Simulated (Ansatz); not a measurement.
## Geometry relaxation of CH4AlBF2O (part 1 of 2)

The run: geometry relaxation of CH4AlBF2O. Method and program: RKS PBE0-D4/6-31G* (Ansatz 0.2.0).

It belongs to a series of runs on one base structure; here: end point B relaxed.

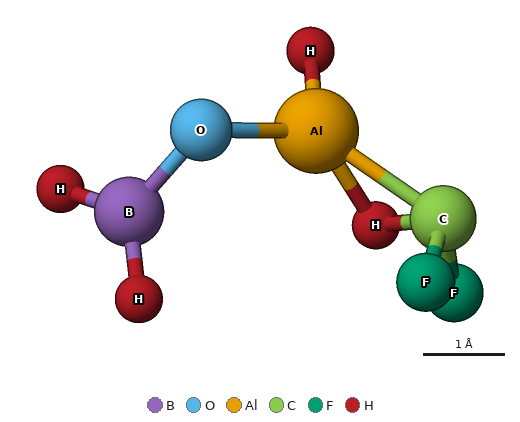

The structure as given in the input (ball-and-stick view, seen at a tilt). Sticks mark near contacts.

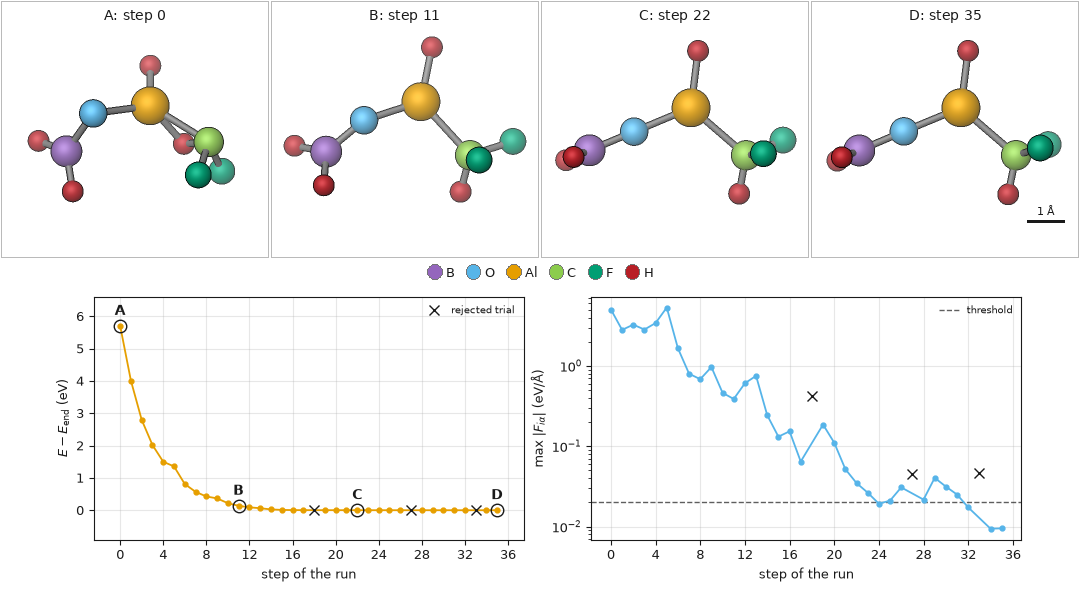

Frames of the relaxation (ball-and-stick view, seen at a tilt) above the curves, on which the letters mark them (the first geometry is step 0 here and step 1 in the log).

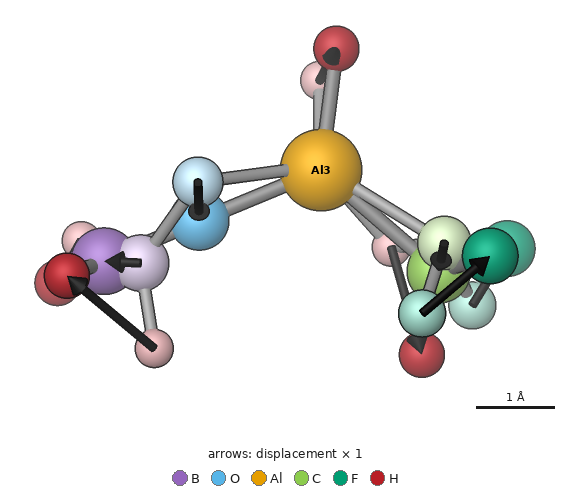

Start (faint) and end (solid) with the displacements as black arrows, at true length (ball-and-stick view, seen at a tilt). The two geometries are laid on each other by the best rigid fit. The largest move after the best rigid fit is that of H8, 1.61 Å. Largest moves by element: H 1.61 Å, F 1.19 Å, O 1.01 Å, C 0.60 Å, B 0.49 Å, Al 0.06 Å. Among the contacts that change: Al3–H10 1.540 → 2.711 Å, C4–H10 1.345 → 1.098 Å, O2–Al3 1.855 → 1.700 Å, B1–O2 1.429 → 1.338 Å. Bonds break: Al3–H10 (1.54 → 2.71 Å). Among the angles that change: B1–O2–Al3 106.5° → 178.7°, Al3–C4–H10 51.5° → 119.1°, F6–C4–H10 54.7° → 107.0°. After 35 geometry steps the energy has fallen by 5.698 eV. The largest force component goes from 5 to 0.0095 eV/Å. The line search rejected the trial steps at points 18, 27, 33 (counted from 0) and went back. (Atoms are counted from 1 in the order of the input.)

The input and output of the run follow.

**Input**
```yaml
crystal:
  periodic: [false, false, false]
  atoms:
    - { symbol: B, position_ang: [-0.3872, -0.7994, 1.9746] }
    - { symbol: O, position_ang: [0.8751, -0.4408, 1.4089] }
    - { symbol: Al, position_ang: [0.5166, 0.7622, 0.0437] }
    - { symbol: C, position_ang: [0.2601, 0.1133, -1.7896] }
    - { symbol: F, position_ang: [0.2461, -1.2848, -1.819] }
    - { symbol: F, position_ang: [-1.072, 0.5308, -2.1826] }
    - { symbol: H, position_ang: [-0.8334, -0.1312, 2.8785] }
    - { symbol: H, position_ang: [-1.0081, -1.6598, 1.5401] }
    - { symbol: H, position_ang: [0.5375, 2.3443, 0.4066] }
    - { symbol: H, position_ang: [-0.60898, 0.77842, -1.00721] }
basis:
  gaussian: { orbitals: "6-31G*" }
hamiltonian:
  xc: pbe0
  dispersion: d4
relax:
  f_tol: 0.02
  max_steps: 50
```

Command:
```bash
ansatz run input.yaml --threads 2 --pin off --max-ram 3072MiB --backend cpu --events-out ev --progress --plain --runs-dir out
```

**Log**
```
The last accepted step is kept in [file] (removed where the run ends without a failure and the disk answers)
Engine: ansatz 0.2.0, x86_64-unknown-linux-gnu
Functional definition: PBE0
  parameter a = 0.25
  parameter kappa = 0.804
  parameter beta = 0.06672455060314922
  exchange = (1 - a)*pbe_x(kappa = kappa, mu = beta*pi^2/3) + a*exact_x
  correlation = pbe_c(beta = beta)
1045 factors; integrals over basis functions are off by at most 5.8e-4 eV
mean field evaluation 1: about -15833.9863 eV, gradient 5.0e1 eV
mean field evaluation 2: about -15790.1206 eV, gradient 1.4e2 eV
mean field evaluation 4: about -15838.2704 eV, gradient 9.8e0 eV
mean field evaluation 8: about -15838.5061 eV, gradient 3.7e-1 eV
mean field evaluation 16: about -15838.5064 eV, gradient 3.4e-5 eV
mean field -15838.50637228 eV, -582.0543734562 hartree, gradient 3.4e-5 eV, S^2 0.000000; 0 other end points of the search recorded, 0 dependent functions left out
the calculation of the forces begins
reference -15838.50640512 eV, -582.0543746631 hartree; 27, 27 occupied and 75, 75 virtual orbitals, 1045 factors
relax step   1: F+E_penalty+E_count = -15838.65958366 eV  Δ(F+E_penalty+E_count) = +0.000e0 eV  max|allowed force component| = 5.029e0 eV/Å  Δτ_max = 0.0000 Å  (28 SCF iters, accepted)
these checks for a lower state are left out or cut short: starts, cluster_reference, orbital_swaps, neighbouring_geometries, increment
1045 factors; integrals over basis functions are off by at most 6.3e-4 eV
mean field -15840.20178163 eV, -582.1166786003 hartree, gradient 1.6e-5 eV, S^2 0.000000; 0 other end points of the search recorded, 0 dependent functions left out
[... from here on the field's lines of each further geometry are left out, up to the last ...]
relax step   2: F+E_penalty+E_count = -15840.35465422 eV  Δ(F+E_penalty+E_count) = -1.695e0 eV  max|allowed force component| = 2.805e0 eV/Å  Δτ_max = 0.1976 Å  (32 SCF iters, accepted)
relax step   3: F+E_penalty+E_count = -15841.56502798 eV  Δ(F+E_penalty+E_count) = -1.210e0 eV  max|allowed force component| = 3.260e0 eV/Å  Δτ_max = 0.1948 Å  (36 SCF iters, accepted)
relax step   4: F+E_penalty+E_count = -15842.34237060 eV  Δ(F+E_penalty+E_count) = -7.773e-1 eV  max|allowed force component| = 2.833e0 eV/Å  Δτ_max = 0.1950 Å  (35 SCF iters, accepted)
relax step   5: F+E_penalty+E_count = -15842.85906261 eV  Δ(F+E_penalty+E_count) = -5.167e-1 eV  max|allowed force component| = 3.413e0 eV/Å  Δτ_max = 0.2000 Å  (29 SCF iters, accepted)
relax step   6: F+E_penalty+E_count = -15843.00193226 eV  Δ(F+E_penalty+E_count) = -1.429e-1 eV  max|allowed force component| = 5.320e0 eV/Å  Δτ_max = 0.1902 Å  (35 SCF iters, accepted)
relax step   7: F+E_penalty+E_count = -15843.54875557 eV  Δ(F+E_penalty+E_count) = -5.468e-1 eV  max|allowed force component| = 1.656e0 eV/Å  Δτ_max = 0.1946 Å  (30 SCF iters, accepted)
relax step   8: F+E_penalty+E_count = -15843.78785707 eV  Δ(F+E_penalty+E_count) = -2.391e-1 eV  max|allowed force component| = 7.985e-1 eV/Å  Δτ_max = 0.1999 Å  (30 SCF iters, accepted)
relax step   9: F+E_penalty+E_count = -15843.93208572 eV  Δ(F+E_penalty+E_count) = -1.442e-1 eV  max|allowed force component| = 6.831e-1 eV/Å  Δτ_max = 0.1997 Å  (28 SCF iters, accepted)
relax step  10: F+E_penalty+E_count = -15843.99106908 eV  Δ(F+E_penalty+E_count) = -5.898e-2 eV  max|allowed force component| = 9.670e-1 eV/Å  Δτ_max = 0.1951 Å  (29 SCF iters, accepted)
relax step  11: F+E_penalty+E_count = -15844.14001273 eV  Δ(F+E_penalty+E_count) = -1.489e-1 eV  max|allowed force component| = 4.622e-1 eV/Å  Δτ_max = 0.2000 Å  (28 SCF iters, accepted)
relax step  12: F+E_penalty+E_count = -15844.22101227 eV  Δ(F+E_penalty+E_count) = -8.100e-2 eV  max|allowed force component| = 3.872e-1 eV/Å  Δτ_max = 0.2000 Å  (28 SCF iters, accepted)
relax step  13: F+E_penalty+E_count = -15844.26792601 eV  Δ(F+E_penalty+E_count) = -4.691e-2 eV  max|allowed force component| = 6.078e-1 eV/Å  Δτ_max = 0.1968 Å  (28 SCF iters, accepted)
relax step  14: F+E_penalty+E_count = -15844.29460488 eV  Δ(F+E_penalty+E_count) = -2.668e-2 eV  max|allowed force component| = 7.515e-1 eV/Å  Δτ_max = 0.1507 Å  (30 SCF iters, accepted)
relax step  15: F+E_penalty+E_count = -15844.33190843 eV  Δ(F+E_penalty+E_count) = -3.730e-2 eV  max|allowed force component| = 2.432e-1 eV/Å  Δτ_max = 0.2000 Å  (28 SCF iters, accepted)
relax step  16: F+E_penalty+E_count = -15844.34704817 eV  Δ(F+E_penalty+E_count) = -1.514e-2 eV  max|allowed force component| = 1.316e-1 eV/Å  Δτ_max = 0.2000 Å  (28 SCF iters, accepted)
relax step  17: F+E_penalty+E_count = -15844.35276406 eV  Δ(F+E_penalty+E_count) = -5.716e-3 eV  max|allowed force component| = 1.533e-1 eV/Å  Δτ_max = 0.1315 Å  (28 SCF iters, accepted)
relax step  18: F+E_penalty+E_count = -15844.35457597 eV  Δ(F+E_penalty+E_count) = -1.812e-3 eV  max|allowed force component| = 6.451e-2 eV/Å  Δτ_max = 0.0590 Å  (28 SCF iters, accepted)
relax step  19: F+E_penalty+E_count = -15844.34690605 eV  Δ(F+E_penalty+E_count) = +7.670e-3 eV  max|allowed force component| = 4.175e-1 eV/Å  Δτ_max = 0.1099 Å  (28 SCF iters, rejected (line search))
relax step  20: F+E_penalty+E_count = -15844.35553283 eV  Δ(F+E_penalty+E_count) = -9.569e-4 eV  max|allowed force component| = 1.861e-1 eV/Å  Δτ_max = 0.0549 Å  (29 SCF iters, accepted)
relax step  21: F+E_penalty+E_count = -15844.35571928 eV  Δ(F+E_penalty+E_count) = -1.864e-4 eV  max|allowed force component| = 1.107e-1 eV/Å  Δτ_max = 0.0434 Å  (29 SCF iters, accepted)
relax step  22: F+E_penalty+E_count = -15844.35614202 eV  Δ(F+E_penalty+E_count) = -4.227e-4 eV  max|allowed force component| = 5.176e-2 eV/Å  Δτ_max = 0.0258 Å  (29 SCF iters, accepted)
relax step  23: F+E_penalty+E_count = -15844.35644366 eV  Δ(F+E_penalty+E_count) = -3.016e-4 eV  max|allowed force component| = 3.479e-2 eV/Å  Δτ_max = 0.0335 Å  (28 SCF iters, accepted)
relax step  24: F+E_penalty+E_count = -15844.35658292 eV  Δ(F+E_penalty+E_count) = -1.393e-4 eV  max|allowed force component| = 2.643e-2 eV/Å  Δτ_max = 0.0107 Å  (23 SCF iters, accepted)
relax step  25: F+E_penalty+E_count = -15844.35665357 eV  Δ(F+E_penalty+E_count) = -7.065e-5 eV  max|allowed force component| = 1.927e-2 eV/Å  Δτ_max = 0.0135 Å  (29 SCF iters, accepted)
relax step  26: F+E_penalty+E_count = -15844.35674711 eV  Δ(F+E_penalty+E_count) = -9.354e-5 eV  max|allowed force component| = 2.104e-2 eV/Å  Δτ_max = 0.0227 Å  (29 SCF iters, accepted)
relax step  27: F+E_penalty+E_count = -15844.35682421 eV  Δ(F+E_penalty+E_count) = -7.710e-5 eV  max|allowed force component| = 3.075e-2 eV/Å  Δτ_max = 0.0257 Å  (30 SCF iters, accepted)
relax step  28: F+E_penalty+E_count = -15844.35667200 eV  Δ(F+E_penalty+E_count) = +1.522e-4 eV  max|allowed force component| = 4.464e-2 eV/Å  Δτ_max = 0.0220 Å  (30 SCF iters, rejected (line search))
relax step  29: F+E_penalty+E_count = -15844.35693122 eV  Δ(F+E_penalty+E_count) = -1.070e-4 eV  max|allowed force component| = 2.168e-2 eV/Å  Δτ_max = 0.0106 Å  (24 SCF iters, accepted)
relax step  30: F+E_penalty+E_count = -15844.35711773 eV  Δ(F+E_penalty+E_count) = -1.865e-4 eV  max|allowed force component| = 4.043e-2 eV/Å  Δτ_max = 0.0473 Å  (28 SCF iters, accepted)
relax step  31: F+E_penalty+E_count = -15844.35719677 eV  Δ(F+E_penalty+E_count) = -7.904e-5 eV  max|allowed force component| = 3.147e-2 eV/Å  Δτ_max = 0.0175 Å  (30 SCF iters, accepted)
relax step  32: F+E_penalty+E_count = -15844.35727991 eV  Δ(F+E_penalty+E_count) = -8.314e-5 eV  max|allowed force component| = 2.506e-2 eV/Å  Δτ_max = 0.0232 Å  (30 SCF iters, accepted)
relax step  33: F+E_penalty+E_count = -15844.35734317 eV  Δ(F+E_penalty+E_count) = -6.326e-5 eV  max|allowed force component| = 1.734e-2 eV/Å  Δτ_max = 0.0316 Å  (28 SCF iters, accepted)
relax step  34: F+E_penalty+E_count = -15844.35719572 eV  Δ(F+E_penalty+E_count) = +1.475e-4 eV  max|allowed force component| = 4.612e-2 eV/Å  Δτ_max = 0.0347 Å  (28 SCF iters, rejected (line search))
relax step  35: F+E_penalty+E_count = -15844.35738654 eV  Δ(F+E_penalty+E_count) = -4.337e-5 eV  max|allowed force component| = 9.423e-3 eV/Å  Δτ_max = 0.0167 Å  (29 SCF iters, accepted)
the calculation of the forces begins
reference -15844.21724088 eV, -582.2642440062 hartree; 27, 27 occupied and 75, 75 virtual orbitals, 1045 factors
relax step  36: F+E_penalty+E_count = -15844.35741654 eV  Δ(F+E_penalty+E_count) = -3.000e-5 eV  max|allowed force component| = 9.498e-3 eV/Å  Δτ_max = 0.0215 Å  (29 SCF iters, accepted)
1045 factors; integrals over basis functions are off by at most 3.3e-4 eV
mean field -15844.21720783 eV, -582.2642427917 hartree, gradient 1.1e-5 eV, S^2 0.000000; 1 other end points of the search recorded, 0 dependent functions left out
the calculation of the forces begins
reference -15844.21724088 eV, -582.2642440062 hartree; 27, 27 occupied and 75, 75 virtual orbitals, 1045 factors
Total energy: -15844.35744959 eV, -582.2693965810 hartree
Atom 0 at    -0.437804    -0.738988     2.477190 Å, force    -0.004189    -0.000214    -0.000344 eV/Å
Atom 1 at    -0.022528    -0.094276     1.381285 Å, force     0.000849     0.000074    -0.008760 eV/Å
Atom 2 at     0.512477     0.691446    -0.028428 Å, force    -0.002171     0.000080     0.005865 eV/Å
Atom 3 at    -0.417238     0.209138    -1.734417 Å, force    -0.002724     0.000050    -0.005787 eV/Å
Atom 4 at     0.507363    -0.458594    -2.512244 Å, force    -0.005240     0.003725     0.002905 eV/Å
Atom 5 at    -0.765171     1.356810    -2.406745 Å, force     0.003162    -0.009498     0.006848 eV/Å
Atom 6 at    -1.307255    -0.251503     3.154486 Å, force     0.002732     0.000614    -0.000465 eV/Å
Atom 7 at     0.061715    -1.797296     2.764463 Å, force     0.001771     0.000783     0.001958 eV/Å
Atom 8 at     1.707710     1.719676     0.052652 Å, force    -0.000071    -0.000528    -0.000322 eV/Å
Atom 9 at    -1.313551    -0.423393    -1.694252 Å, force     0.005882     0.004914    -0.001900 eV/Å
Dipole moment:    -0.052496     0.009395     0.118200 e Å
```

**Trajectory as extended XYZ (Å, eV, eV/Å), 36 frames, from step=1 to step=36**
```
10
Properties=species:S:1:pos:R:3:forces:R:3 step=1 energy=-15838.65958
B    -0.3872   -0.7994    1.9746    2.7218   1.7100  -0.0531
O     0.8751   -0.4408    1.4089   -2.8087   0.8453  -1.0799
Al    0.5166    0.7622    0.0437    3.1785   0.1743   4.4287
C     0.2601    0.1133   -1.7896   -0.7701  -1.8474   0.4998
F     0.2461   -1.2848   -1.8190   -0.3903   2.5914   0.1609
F    -1.0720    0.5308   -2.1826   -1.2893  -0.5085  -5.0287
H    -0.8334   -0.1312    2.8785    0.1479  -0.0662   0.0320
H    -1.0081   -1.6598    1.5401   -0.7005  -1.2859  -0.6475
H     0.5375    2.3443    0.4066    0.2076  -0.5147  -0.2908
H    -0.6090    0.7784   -1.0072   -0.2969  -1.0983   1.9786
10
Properties=species:S:1:pos:R:3:forces:R:3 step=2 energy=-15840.35465
B    -0.3721   -0.7890    1.9748    1.2724   0.5275  -0.0922
O     0.8417   -0.4204    1.4005   -1.6281   0.7765  -0.8995
Al    0.5643    0.8051    0.1178    1.3330  -0.1657   1.3075
C     0.2262    0.1163   -1.7286   -2.5892  -0.3401   0.3934
F     0.2005   -1.2427   -1.7951   -0.2097   1.6298   0.1669
F    -1.0328    0.5543   -2.3748    1.3740  -0.4134  -2.8052
H    -0.8097   -0.1390    2.8940    0.0675  -0.0438   0.0403
H    -0.9944   -1.6950    1.5308   -0.1703  -0.4433  -0.1794
H     0.5856    2.3592    0.3985    0.1812  -0.1060  -0.1077
H    -0.6836    0.6642   -0.9639    0.3692  -1.4217   2.1760
10
Properties=species:S:1:pos:R:3:forces:R:3 step=3 energy=-15841.56503
B    -0.3542   -0.7813    1.9737   -0.0188  -0.1327  -0.0341
O     0.8035   -0.3944    1.3672   -0.4862   0.3886  -0.4632
Al    0.6162    0.8361    0.1554    0.7424  -0.1319  -0.5345
C     0.1532    0.1210   -1.6671   -3.2601   1.2984  -0.1703
F     0.1660   -1.1994   -1.7863   -0.1335   0.2380   0.1000
F    -0.9577    0.5844   -2.5521    2.7872  -0.5065  -0.0530
H    -0.7937   -0.1405    2.8986    0.1028  -0.0482   0.0722
H    -0.9875   -1.7112    1.5286    0.1469  -0.0353   0.0920
H     0.6095    2.3690    0.3930    0.0901   0.2459   0.0191
H    -0.7295    0.5293   -0.8570    0.0293  -1.3164   0.9718
10
Properties=species:S:1:pos:R:3:forces:R:3 step=4 energy=-15842.34237
B    -0.3568   -0.7674    1.9586   -0.3351  -0.4937   0.2178
O     0.7716   -0.3656    1.3317   -0.0719   0.1423  -0.1785
Al    0.6772    0.8673    0.1502    0.5615   0.0879  -1.2879
C     0.0539    0.1248   -1.5968   -2.8331   2.0189  -0.6777
F     0.1263   -1.1732   -1.7807    0.0123  -0.6320  -0.0493
F    -0.8301    0.6388   -2.6869    2.6977  -0.6821   2.0516
H    -0.7756   -0.1511    2.9108    0.0701  -0.0125  -0.0099
H    -0.9711   -1.7324    1.5389    0.2011   0.1737   0.1149
H     0.6258    2.3967    0.3858    0.0218   0.3072   0.1033
H    -0.7955    0.3751   -0.7576   -0.3244  -0.9095  -0.2842
10
Properties=species:S:1:pos:R:3:forces:R:3 step=5 energy=-15842.85906
B    -0.3669   -0.7409    1.9286   -0.1383  -0.2751   0.1559
O     0.7522   -0.3722    1.2654    0.1483   0.1785  -0.1377
Al    0.8647    0.8770    0.0879   -0.5696   0.1364  -0.5218
C     0.0069    0.1155   -1.5154   -3.4129   1.2509  -0.5195
F     0.1170   -1.1707   -1.8140    0.4226  -0.4700  -0.2163
F    -0.7283    0.7305   -2.6222    2.2257  -0.6957   1.8867
H    -0.7477   -0.1020    2.8833    0.0623  -0.0188  -0.0439
H    -1.0047   -1.7070    1.5496    0.2127   0.1712   0.0722
H     0.5061    2.3856    0.4004    0.3591   0.0075   0.0491
H    -0.8736    0.1973   -0.7096    0.6902  -0.2849  -0.7247
10
Properties=species:S:1:pos:R:3:forces:R:3 step=6 energy=-15843.00193
B    -0.3445   -0.7485    1.9471   -0.1106   0.1082  -0.1222
O     0.7370   -0.3500    1.2368    0.0688   0.0939   0.0872
Al    0.8664    0.9051    0.0620   -0.5854   0.1704   0.0397
C    -0.1533    0.0918   -1.4157    3.0246   0.8733  -5.3202
F     0.1199   -1.1689   -1.8338    0.1549   0.1636   0.2499
F    -0.5822    0.8046   -2.6217    0.9086  -0.9578   2.5692
H    -0.7256   -0.0880    2.8860    0.0986  -0.0975   0.0530
H    -0.9928   -1.7022    1.5669    0.2300   0.0197   0.1322
H     0.5404    2.4227    0.4279    0.4947  -0.0474   0.0174
H    -0.9394    0.0466   -0.8014   -4.2842  -0.3265   2.2938
10
Properties=species:S:1:pos:R:3:forces:R:3 step=7 energy=-15843.54876
B    -0.3291   -0.7493    1.9682   -0.1657   0.0127  -0.0798
O     0.7279   -0.3288    1.2410    0.0635   0.0642   0.1555
Al    0.7733    0.9185    0.0608   -0.2866   0.0385  -0.0291
C    -0.1696    0.0713   -1.4525   -0.8008   1.0459  -1.1589
F     0.1552   -1.1724   -1.8574    0.0796   0.0178   0.0679
F    -0.4716    0.8314   -2.6187    0.4017  -0.9005   1.6564
H    -0.7033   -0.0981    2.9141    0.0576  -0.0736   0.0884
H    -0.9586   -1.7174    1.5977    0.1823  -0.0062   0.1437
H     0.6263    2.4547    0.4427    0.3216  -0.0622  -0.0663
H    -1.1248    0.0031   -0.8417    0.1469  -0.1366  -0.7777
10
Properties=species:S:1:pos:R:3:forces:R:3 step=8 energy=-15843.78786
B    -0.3502   -0.7456    2.0263    0.0553  -0.2946   0.1600
O     0.6856   -0.3134    1.2764   -0.1189   0.0457   0.2065
Al    0.6938    0.8982    0.0727   -0.0246   0.3539  -0.2153
C    -0.2186    0.0921   -1.4865   -0.7982   0.6102  -0.3253
F     0.2503   -1.0976   -1.9288    0.0743  -0.1604  -0.0341
F    -0.4614    0.8936   -2.5990    0.1844  -0.4551   0.7985
H    -0.7149   -0.1032    2.9813   -0.0118   0.0229  -0.0037
H    -0.9146   -1.7721    1.7199    0.0741   0.0575   0.0644
H     0.7754    2.4546    0.3806    0.2276  -0.0934  -0.0004
H    -1.2196   -0.0933   -0.9890    0.3378  -0.0867  -0.6505
10
Properties=species:S:1:pos:R:3:forces:R:3 step=9 energy=-15843.93209
B    -0.3299   -0.7672    2.0888   -0.0876   0.1462  -0.2614
O     0.6573   -0.2764    1.3027   -0.2252  -0.0341   0.3033
Al    0.6274    0.9202    0.0781   -0.0185  -0.2088  -0.0895
C    -0.2799    0.1062   -1.4971   -0.6831  -0.2915  -0.1580
F     0.3103   -1.0490   -1.9549   -0.0264   0.2511   0.2094
F    -0.4437    0.9310   -2.5812    0.0019  -0.0037   0.1835
H    -0.7392   -0.0994    3.0093    0.0817  -0.0956   0.0956
H    -0.8764   -1.8020    1.7854    0.1866  -0.0618   0.1466
H     0.9121    2.4349    0.3629    0.1969   0.1821  -0.0150
H    -1.3122   -0.1853   -1.1401    0.5736   0.1160  -0.4143
10
Properties=species:S:1:pos:R:3:forces:R:3 step=10 energy=-15843.99107
B    -0.3720   -0.7695    2.1312    0.4203  -0.2635   0.1400
O     0.5988   -0.2324    1.3512   -0.5335   0.0958   0.0494
Al    0.5650    0.9130    0.0725    0.3929   0.7486   0.1697
C    -0.3481    0.1197   -1.5287   -0.1875  -0.7146  -0.1430
F     0.3690   -0.9922   -1.9753   -0.2983   0.5384   0.3688
F    -0.4369    0.9741   -2.5864   -0.0890   0.1661  -0.0477
H    -0.7686   -0.1381    3.0846   -0.0946  -0.0330  -0.0994
H    -0.7946   -1.8864    1.8967    0.0841   0.2522   0.0167
H     1.0951    2.4745    0.3080   -0.2385  -0.9670  -0.2319
H    -1.3821   -0.2498   -1.2999    0.5440   0.1771  -0.2225
```
